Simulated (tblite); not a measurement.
## Run report: C₂H₄F₂S (charge +1), geometry relaxation

System: C₂H₄F₂S, charge +1, multiplicity 2, SMILES FC[S+]CF.
Method: GFN2-xTB geometry optimisation, gas phase (tblite 0.8.0).

It belongs to a series of runs on one base structure; here: electron removed.

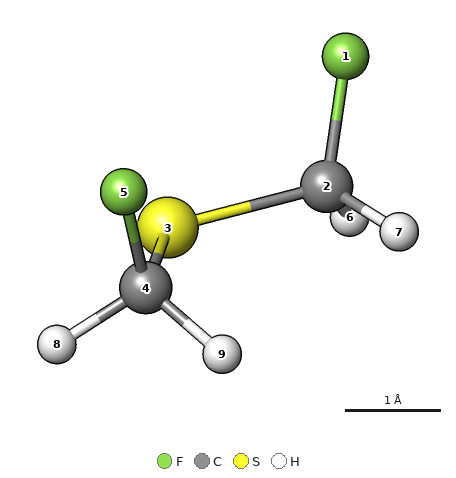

Fig. 1: The input geometry (ball-and-stick view, seen at a tilt; atoms are numbered from 1 in the order of the input). Bond lengths as drawn: C–F 1.39 Å, C–H 1.11 to 1.12 Å and C–S 1.78 to 1.80 Å.

The input:
```
{"job": {"kind": "relax", "xc": "GFN2-xTB", "basis": "xTB"}, "charge": 1, "multiplicity": 2}
F      1.784700     1.495000    -0.591500
C      1.463000     0.177700    -0.308000
S     -0.136800    -0.253200    -0.947900
C     -1.460000    -0.275000     0.277100
F     -2.061200     0.963400     0.433500
H      2.253400    -0.465700    -0.771700
H      1.563800     0.039700     0.789900
H     -2.235500    -0.945400    -0.155000
H     -1.157700    -0.730600     1.248400
```

The first line tells a small driver script what to run in tblite; the rest is the geometry in Å.

Machine: 1 CPU thread, shared host.

Launch command:
```bash
OMP_NUM_THREADS=1 python <driver script> task.json out
```

What the program printed:
```
step      E/eV     max force
  0    -502.34945    2.091
  1    -502.49606    0.905
  2    -502.55563    0.474
  3    -502.57439    0.440
  4    -502.60145    0.389
  5    -502.60914    0.269
  6    -502.61811    0.244
  7    -502.62428    0.261
  8    -502.63270    0.322
  9    -502.64126    0.393
 10    -502.65126    0.364
 11    -502.66050    0.268
 12    -502.66727    0.276
 13    -502.67278    0.277
 14    -502.68025    0.288
 15    -502.69004    0.329
 16    -502.70033    0.285
 17    -502.70765    0.180
 18    -502.71106    0.128
 19    -502.71306    0.138
 20    -502.71535    0.136
 21    -502.71829    0.144
 22    -502.72143    0.176
 23    -502.72466    0.164
 24    -502.72862    0.209
 25    -502.73390    0.284
 26    -502.74080    0.314
 27    -502.74900    0.284
 28    -502.75921    0.294
 29    -502.77498    0.383
 30    -502.80294    0.574
 31    -502.82124    0.978
 32    -502.78245    1.704
 33    -502.86632    0.671
 34    -502.88697    0.414
 35    -502.92792    0.415
 36    -502.93581    0.296
 37    -502.94579    0.252
 38    -502.95467    0.275
 39    -502.95972    0.276
 40    -502.96575    0.329
 41    -502.97751    0.331
 42    -502.98618    0.309
 43    -502.99954    0.293
 44    -503.00633    0.543
 45    -503.02132    0.563
 46    -503.03777    0.353
 47    -503.04973    0.276
 48    -503.05457    0.273
 49    -503.06067    0.253
 50    -503.06543    0.246
 51    -503.06812    0.126
 52    -503.07037    0.114
 53    -503.07561    0.122
 54    -503.07748    0.122
 55    -503.07907    0.115
 56    -503.08022    0.149
 57    -503.08131    0.139
 58    -503.08294    0.151
 59    -503.08464    0.090
 60    -503.08532    0.067
 61    -503.08567    0.062
 62    -503.08616    0.066
 63    -503.08693    0.092
 64    -503.08797    0.117
 65    -503.08915    0.107
 66    -503.09027    0.108
 67    -503.09121    0.175
 68    -503.09232    0.116
 69    -503.09396    0.083
 70    -503.09629    0.097
 71    -503.09712    0.093
 72    -503.09793    0.079
 73    -503.09853    0.062
 74    -503.09909    0.045
 75    -503.09939    0.057
 76    -503.09961    0.043
 77    -503.09971    0.024
 78    -503.09975    0.012
 79    -503.09977    0.009
```

Trajectory as extended XYZ (Å, eV, eV/Å), 23 of the 80 frames kept, from step=0 to step=79:
```
9
Properties=species:S:1:pos:R:3:forces:R:3 step=0 energy=-502.34945
F     1.7847    1.4950   -0.5915   -0.4130  -1.1900   0.0280
C     1.4630    0.1777   -0.3080    1.4720   0.7780   1.2650
S    -0.1368   -0.2532   -0.9479   -0.4640   0.1360  -1.4980
C    -1.4600   -0.2750    0.2771   -1.1250  -0.1210   0.8960
F    -2.0612    0.9634    0.4335    1.0430  -1.1600  -0.0570
H     2.2534   -0.4657   -0.7717   -0.4730   0.3120  -0.1350
H     1.5638    0.0397    0.7899   -0.1790   0.2380  -0.2480
H    -2.2355   -0.9454   -0.1550    0.1780   0.3000  -0.0070
H    -1.1577   -0.7306    1.2484   -0.0390   0.7070  -0.2430
9
Properties=species:S:1:pos:R:3:forces:R:3 step=4 energy=-502.60145
F     1.7674    1.4552   -0.5971    0.0040  -0.0370   0.0500
C     1.5036    0.1861   -0.2632   -0.3750  -0.0130  -0.1020
S    -0.1537   -0.2195   -1.0276    0.0310   0.1980   0.2290
C    -1.4932   -0.3133    0.2925    0.2660  -0.0240  -0.2060
F    -1.9885    0.9216    0.4371    0.1780   0.0290  -0.0630
H     2.2300   -0.4544   -0.7865   -0.0040  -0.0880   0.0550
H     1.5475    0.0590    0.8231   -0.1010   0.0650  -0.0020
H    -2.2561   -0.9485   -0.1635   -0.1400  -0.1110   0.0590
H    -1.1436   -0.6803    1.2599    0.1420  -0.0200  -0.0200
9
Properties=species:S:1:pos:R:3:forces:R:3 step=7 energy=-502.62428
F     1.7650    1.4483   -0.5947    0.0060  -0.0190   0.0260
C     1.4754    0.1796   -0.2613    0.0850   0.0650   0.0520
S    -0.1567   -0.1886   -1.0271   -0.1070   0.0250  -0.1190
C    -1.4735   -0.3318    0.2759   -0.0570   0.0240   0.1160
F    -1.9505    0.9187    0.4299    0.0850  -0.0070  -0.1160
H     2.2187   -0.4602   -0.7807   -0.1820  -0.0210   0.1790
H     1.5301    0.0708    0.8313   -0.1240  -0.0060  -0.1230
H    -2.2723   -0.9594   -0.1564    0.1940   0.0760   0.1580
H    -1.1227   -0.6714    1.2580    0.1000  -0.1380  -0.1730
9
Properties=species:S:1:pos:R:3:forces:R:3 step=11 energy=-502.66050
F     1.7705    1.4429   -0.5853    0.1250   0.0890  -0.0360
C     1.4302    0.1919   -0.2563   -0.0890   0.0680  -0.0450
S    -0.1860   -0.1329   -1.0648    0.0910  -0.1600  -0.1950
C    -1.4394   -0.3465    0.2674    0.1010   0.0940  -0.0720
F    -1.8707    0.9250    0.3927   -0.1330   0.0700   0.2140
H     2.1568   -0.4894   -0.7242    0.0410  -0.0990  -0.0450
H     1.4573    0.0868    0.8297   -0.1880   0.0000   0.1590
H    -2.2571   -0.9679   -0.1040   -0.0750  -0.0580  -0.0640
H    -1.0479   -0.7039    1.2196    0.1270  -0.0040   0.0840
9
Properties=species:S:1:pos:R:3:forces:R:3 step=14 energy=-502.68025
F     1.7914    1.4483   -0.5846    0.0430  -0.1800   0.0360
C     1.4066    0.2077   -0.2568   -0.0100  -0.0710   0.0040
S    -0.1896   -0.1339   -1.1120    0.0620  -0.0630   0.1820
C    -1.4172   -0.3400    0.2599   -0.0200  -0.0530  -0.0440
F    -1.8526    0.9322    0.4064    0.0260  -0.1950   0.1970
H     2.1264   -0.5124   -0.6972   -0.0330   0.1220   0.0520
H     1.3916    0.0956    0.8406   -0.1590   0.1250  -0.2050
H    -2.2483   -0.9718   -0.0842    0.0700   0.1160  -0.0330
H    -0.9947   -0.7198    1.2027    0.0210   0.1980  -0.1900
9
Properties=species:S:1:pos:R:3:forces:R:3 step=18 energy=-502.71106
F     1.8339    1.4240   -0.5795   -0.0350  -0.0280  -0.0570
C     1.3588    0.2189   -0.2586    0.0500  -0.0400  -0.0210
S    -0.1903   -0.1398   -1.1619   -0.1120   0.0530  -0.0080
C    -1.3787   -0.3415    0.2362   -0.0410  -0.0020   0.0610
F    -1.8099    0.9127    0.4683    0.0090   0.0510   0.0340
H     2.0735   -0.5333   -0.6406    0.0830  -0.0310   0.0920
H     1.2474    0.1396    0.8300    0.0110   0.0950  -0.0030
H    -2.2282   -0.9628   -0.0634    0.0040   0.0030  -0.0910
H    -0.8929   -0.7118    1.1443    0.0290  -0.1010  -0.0090
9
Properties=species:S:1:pos:R:3:forces:R:3 step=22 energy=-502.72143
F     1.8405    1.4048   -0.5978    0.0230   0.0350  -0.1560
C     1.3446    0.2134   -0.2648   -0.0630   0.0510   0.0200
S    -0.2147   -0.1190   -1.1785    0.1690   0.0460  -0.0130
C    -1.3709   -0.3421    0.2394    0.0460   0.0040  -0.0800
F    -1.7840    0.9132    0.5024   -0.0060  -0.0740   0.0920
H     2.0723   -0.5534   -0.5861   -0.0240  -0.0480   0.0350
H     1.1920    0.1866    0.8207    0.0320   0.0140   0.0470
H    -2.2197   -0.9564   -0.0748   -0.0620   0.0350   0.0300
H    -0.8465   -0.7412    1.1142   -0.1140  -0.0630   0.0250
9
Properties=species:S:1:pos:R:3:forces:R:3 step=25 energy=-502.73390
F     1.8418    1.3923   -0.6551    0.0720  -0.0650  -0.0660
C     1.3496    0.2093   -0.2682    0.1400   0.1110   0.0650
S    -0.2051   -0.1053   -1.1766   -0.0120  -0.0230   0.0670
C    -1.3765   -0.3400    0.2384   -0.0010  -0.0890  -0.0070
F    -1.7911    0.9000    0.5628    0.0790  -0.1250  -0.0350
H     2.0978   -0.5679   -0.5455   -0.2530   0.1100   0.0690
H     1.1899    0.2329    0.8205    0.0620   0.0110  -0.0610
H    -2.2300   -0.9383   -0.1088    0.0490   0.1070   0.0870
H    -0.8631   -0.7771    1.1073   -0.1370  -0.0380  -0.1200
9
Properties=species:S:1:pos:R:3:forces:R:3 step=29 energy=-502.77498
F     1.9054    1.3234   -0.8218    0.2340  -0.1240   0.2760
C     1.3268    0.2557   -0.2622   -0.1390   0.0480  -0.0620
S    -0.2099   -0.0306   -1.1982   -0.0730  -0.2040   0.0080
C    -1.3398   -0.3693    0.2120   -0.1350   0.0390   0.1260
F    -1.6892    0.8314    0.7135    0.1350   0.0430  -0.0040
H     2.0116   -0.6139   -0.3407   -0.1140   0.1160  -0.1360
H     1.0902    0.4156    0.8027    0.1860   0.3170  -0.0730
H    -2.2419   -0.8714   -0.1322   -0.1640  -0.1000  -0.1730
H    -0.8396   -0.9348    1.0017    0.0700  -0.1350   0.0410
9
Properties=species:S:1:pos:R:3:forces:R:3 step=32 energy=-502.78245
F     2.1119    1.1039   -1.0937   -0.6950  -0.8030   1.3320
C     1.3114    0.3893   -0.2514   -0.3160  -0.0170  -0.2920
S    -0.2567    0.0521   -1.1580    0.6630   0.0640  -0.6630
C    -1.3241   -0.4583    0.1993   -0.1820   0.2410   0.4330
F    -1.4237    0.6503    0.9957   -0.1000  -0.7230  -0.1180
H     1.7421   -0.6060    0.0352    0.1980   0.5630  -0.4270
H     1.0254    0.8892    0.7095    0.5490   0.3160  -0.6020
H    -2.3083   -0.7250   -0.2276    0.1790   0.1300   0.3320
H    -0.8644   -1.2896    0.7659   -0.2960   0.2280   0.0030
9
Properties=species:S:1:pos:R:3:forces:R:3 step=36 energy=-502.93581
F     2.1310    1.0847   -1.0149   -0.1940  -0.0460   0.1270
C     1.2781    0.3893   -0.2566    0.2760  -0.1070  -0.0070
S    -0.2252   -0.0039   -1.1902   -0.0990   0.0090  -0.0890
C    -1.3434   -0.4446    0.2095    0.1490  -0.1430  -0.1100
F    -1.4522    0.6259    1.0096   -0.0210  -0.1080  -0.0080
H     1.7590   -0.5826   -0.0248    0.0250   0.0520   0.0520
H     1.0787    0.9289    0.6831   -0.0340   0.1190  -0.0760
H    -2.3167   -0.7178   -0.2274    0.0910   0.1260   0.2070
H    -0.8958   -1.2738    0.7864   -0.1930   0.0980  -0.0960
9
Properties=species:S:1:pos:R:3:forces:R:3 step=40 energy=-502.96575
F     2.1735    0.9987   -1.0521   -0.0830  -0.0800   0.0430
C     1.2845    0.4212   -0.2452   -0.0870   0.0530   0.0100
S    -0.2309    0.0077   -1.1926    0.1760   0.0350   0.0230
C    -1.3240   -0.4760    0.1897   -0.1450   0.1600   0.1600
F    -1.3754    0.5229    1.0914    0.1310  -0.0900  -0.0460
H     1.6882   -0.5573    0.0871    0.0660   0.2380   0.1040
H     1.0851    1.1066    0.6078   -0.0170  -0.2630  -0.1970
H    -2.3284   -0.6419   -0.2125   -0.0860   0.0090  -0.0390
H    -0.9592   -1.3760    0.7012    0.0460  -0.0630  -0.0580
9
Properties=species:S:1:pos:R:3:forces:R:3 step=43 energy=-502.99954
F     2.1982    0.9017   -1.0744   -0.0470  -0.0780   0.1410
C     1.2640    0.4355   -0.2398    0.1260   0.1400  -0.1790
S    -0.2173    0.0244   -1.1976   -0.2290  -0.1810  -0.0260
C    -1.3143   -0.4864    0.1888    0.0020  -0.1010  -0.0400
F    -1.2664    0.4153    1.1810    0.1120  -0.0880  -0.0720
H     1.6423   -0.4842    0.2441    0.0240   0.1850   0.0510
H     1.0166    1.2240    0.4899    0.0980  -0.0540   0.1360
H    -2.3405   -0.5622   -0.1935    0.0160   0.0490   0.0350
H    -0.9690   -1.4623    0.5763   -0.1020   0.1280  -0.0450
9
Properties=species:S:1:pos:R:3:forces:R:3 step=47 energy=-503.04973
F     2.2658    0.7398   -1.0644   -0.0320  -0.0220  -0.0540
C     1.2521    0.4999   -0.2391   -0.1370   0.1620   0.1320
S    -0.2167   -0.0163   -1.2038    0.0710  -0.0240   0.0110
C    -1.3114   -0.5289    0.1689   -0.0380  -0.2000   0.0700
F    -1.0712    0.1976    1.2704    0.0600  -0.0660  -0.0710
H     1.5343   -0.3097    0.4562    0.0000   0.0960  -0.0110
H     1.0214    1.4323    0.3195    0.0220  -0.2090  -0.0480
H    -2.3687   -0.4131   -0.1250    0.1890   0.0250   0.0060
H    -1.0921   -1.5955    0.3921   -0.1350   0.2380  -0.0360
9
Properties=species:S:1:pos:R:3:forces:R:3 step=50 energy=-503.06543
F     2.2814    0.6570   -1.0651   -0.0520  -0.0360   0.0470
C     1.2471    0.5307   -0.2354   -0.0240   0.0320   0.1540
S    -0.1972   -0.0540   -1.2028    0.0530   0.0100   0.1240
C    -1.3147   -0.5548    0.1542    0.0430  -0.0220   0.2410
F    -0.9623    0.0498    1.3032    0.0000  -0.0820  -0.1450
H     1.5005   -0.1794    0.5766   -0.0390   0.0270  -0.2120
H     1.0399    1.5166    0.2230   -0.0940  -0.0640  -0.0910
H    -2.3660   -0.3125   -0.0695    0.1480   0.0630  -0.0990
H    -1.2152   -1.6473    0.2905   -0.0340   0.0720  -0.0190
9
Properties=species:S:1:pos:R:3:forces:R:3 step=54 energy=-503.07748
F     2.2825    0.6189   -1.0577    0.0350   0.0700   0.0450
C     1.2442    0.5464   -0.2265   -0.0070   0.0120  -0.0840
S    -0.1742   -0.0941   -1.1817   -0.0010   0.0090  -0.0430
C    -1.3060   -0.5630    0.1670   -0.0780  -0.0870  -0.0350
F    -0.9259   -0.0241    1.3300    0.0450  -0.0220   0.0230
H     1.4925   -0.1238    0.6084   -0.0030  -0.0650   0.0390
H     1.0158    1.5532    0.1621   -0.0220   0.0030  -0.0160
H    -2.3328   -0.2435   -0.0687    0.0560   0.0510  -0.0170
H    -1.2825   -1.6640    0.2419   -0.0250   0.0290   0.0880
9
Properties=species:S:1:pos:R:3:forces:R:3 step=57 energy=-503.08131
F     2.2940    0.5947   -1.0351    0.0960   0.0990  -0.0160
C     1.2379    0.5669   -0.2266    0.0030  -0.1030   0.0180
S    -0.1540   -0.1324   -1.1814   -0.0380  -0.0040   0.0140
C    -1.3019   -0.5823    0.1651    0.0180   0.0190   0.0210
F    -0.8731   -0.1098    1.3423    0.0060  -0.0390  -0.0280
H     1.4668   -0.0722    0.6428   -0.0260   0.0390  -0.0100
H     1.0061    1.5942    0.1060   -0.0380  -0.0670  -0.0190
H    -2.2983   -0.1707   -0.0487   -0.0210   0.0270  -0.0180
H    -1.3640   -1.6824    0.2104    0.0010   0.0280   0.0380
9
Properties=species:S:1:pos:R:3:forces:R:3 step=61 energy=-503.08567
F     2.3092    0.6178   -1.0164    0.0050   0.0190  -0.0100
C     1.2358    0.5583   -0.2332   -0.0160   0.0040  -0.0130
S    -0.1479   -0.1507   -1.1898    0.0130  -0.0470  -0.0050
C    -1.2953   -0.5810    0.1653   -0.0020  -0.0240   0.0020
F    -0.8546   -0.1310    1.3453    0.0350   0.0500  -0.0010
H     1.4532   -0.0641    0.6471    0.0430  -0.0370   0.0240
H     0.9695    1.5786    0.0881   -0.0220   0.0300   0.0280
H    -2.2813   -0.1426   -0.0470   -0.0130  -0.0110   0.0070
H    -1.3752   -1.6793    0.2153   -0.0420   0.0150  -0.0320
9
Properties=species:S:1:pos:R:3:forces:R:3 step=65 energy=-503.08915
F     2.3153    0.6484   -1.0162   -0.0440  -0.0290  -0.0060
C     1.2420    0.5517   -0.2357   -0.0030   0.0350  -0.0030
S    -0.1209   -0.2134   -1.1818    0.0430  -0.0210   0.0260
C    -1.2940   -0.5785    0.1710   -0.0750   0.0040  -0.0760
F    -0.8412   -0.1471    1.3528    0.0220  -0.0030  -0.0400
H     1.4817   -0.0527    0.6526    0.0340  -0.0370  -0.0020
H     0.9402    1.5653    0.0752   -0.0390   0.0260   0.0370
H    -2.2602   -0.1003   -0.0502    0.0100   0.0750   0.0110
H    -1.4493   -1.6673    0.2071    0.0520  -0.0510   0.0540
9
Properties=species:S:1:pos:R:3:forces:R:3 step=68 energy=-503.09232
F     2.3119    0.6871   -1.0120   -0.0230  -0.0020  -0.0410
C     1.2434    0.5488   -0.2338   -0.0350  -0.0360   0.0040
S    -0.0857   -0.2782   -1.1753   -0.0560  -0.0620   0.0030
C    -1.2943   -0.5800    0.1680    0.0530   0.0500  -0.0420
F    -0.8196   -0.1616    1.3468    0.0080  -0.0240   0.0000
H     1.5094   -0.0579    0.6467    0.0130   0.0390   0.0280
H     0.8900    1.5474    0.0720    0.0160   0.0010   0.0730
H    -2.2266   -0.0436   -0.0532   -0.0510   0.0920  -0.0500
H    -1.5151   -1.6560    0.2156    0.0750  -0.0570   0.0260
9
Properties=species:S:1:pos:R:3:forces:R:3 step=72 energy=-503.09793
F     2.2764    0.7426   -1.0519   -0.0510  -0.0020   0.0310
C     1.2527    0.5237   -0.2295   -0.0030  -0.0030  -0.0400
S    -0.0723   -0.3226   -1.1618   -0.0030   0.0070  -0.0270
C    -1.3079   -0.5592    0.1640    0.0160  -0.0300  -0.0110
F    -0.8523   -0.0908    1.3304    0.0160   0.0540   0.0560
H     1.5919   -0.1031    0.6118   -0.0290   0.0010  -0.0030
H     0.8738    1.4891    0.1460    0.0180  -0.0070   0.0210
H    -2.2421   -0.0366   -0.0985    0.0590  -0.0040  -0.0180
H    -1.5065   -1.6372    0.2644   -0.0240  -0.0170  -0.0090
9
Properties=species:S:1:pos:R:3:forces:R:3 step=75 energy=-503.09939
F     2.2616    0.7692   -1.0570    0.0220  -0.0010  -0.0340
C     1.2510    0.5164   -0.2319   -0.0170  -0.0270   0.0180
S    -0.0744   -0.3256   -1.1645    0.0150   0.0000  -0.0140
C    -1.3042   -0.5572    0.1664   -0.0050   0.0570   0.0000
F    -0.8659   -0.0487    1.3245    0.0210  -0.0090  -0.0080
H     1.6044   -0.1338    0.5858   -0.0140   0.0020   0.0080
H     0.8746    1.4663    0.1805   -0.0240   0.0160   0.0230
H    -2.2376   -0.0473   -0.1198    0.0070  -0.0160  -0.0020
H    -1.4958   -1.6332    0.2909   -0.0060  -0.0220   0.0090
9
Properties=species:S:1:pos:R:3:forces:R:3 step=79 energy=-503.09977
F     2.2604    0.7711   -1.0528   -0.0050   0.0030   0.0020
C     1.2462    0.5160   -0.2315    0.0000   0.0040  -0.0030
S    -0.0723   -0.3283   -1.1698    0.0000  -0.0040   0.0040
C    -1.2998   -0.5567    0.1643    0.0010   0.0030   0.0000
F    -0.8513   -0.0539    1.3211    0.0020  -0.0060   0.0000
H     1.5966   -0.1311    0.5897   -0.0020  -0.0070   0.0020
H     0.8623    1.4642    0.1809    0.0040   0.0010  -0.0030
H    -2.2320   -0.0424   -0.1155    0.0000  -0.0050  -0.0030
H    -1.4967   -1.6329    0.2886    0.0010   0.0090   0.0010
```

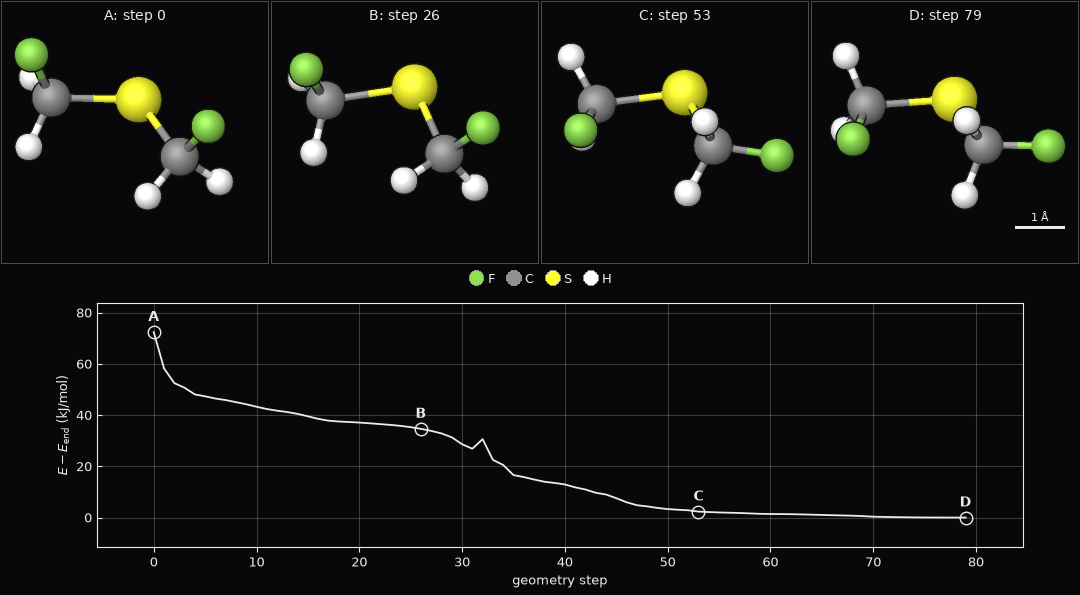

Fig. 2: Frames of the relaxation (ball-and-stick view, seen at a tilt) above the curves, on which the letters mark them (steps are counted from 0).

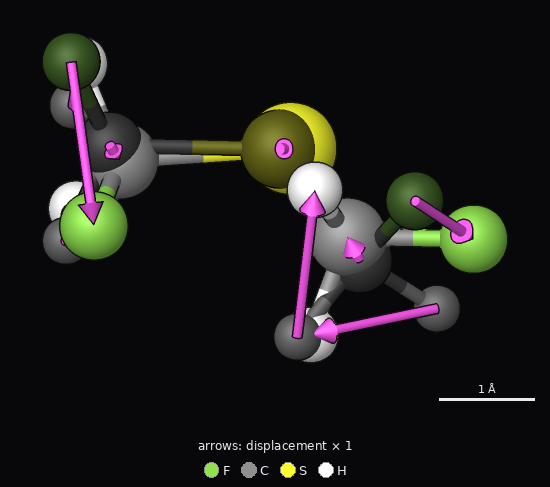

Fig. 3: Start (faint) and end (solid) with the displacements as pink arrows, at true length (ball-and-stick view, seen at a tilt). The two geometries are laid on each other by the best rigid fit. Over 79 geometry steps the energy falls by 72.4 kJ/mol. The largest force component goes from 1.5 to 0.009 eV/Å. The atom that moves furthest after the best rigid fit is F5 (1.75 Å). Largest moves by element: F 1.75 Å, H 1.71 Å, C 0.33 Å, S 0.26 Å. Among the contacts that change: F1–C2 1.385 → 1.330 Å, C2–S3 1.776 → 1.825 Å, C4–F5 1.385 → 1.339 Å, S3–C4 1.803 → 1.827 Å. Among the angles that change: C2–S3–C4 114.8° → 99.7°, S3–C4–H9 113.4° → 108.9°, S3–C2–H7 114.1° → 109.8°. (Atoms are counted from 1 in the order of the input.)

Summary:

```json
{"quantity": "outcome", "value": "converged"}
{"quantity": "total energy", "value": "−503.0998 eV"}
{"quantity": "peak memory", "value": "0.18 GiB"}
```
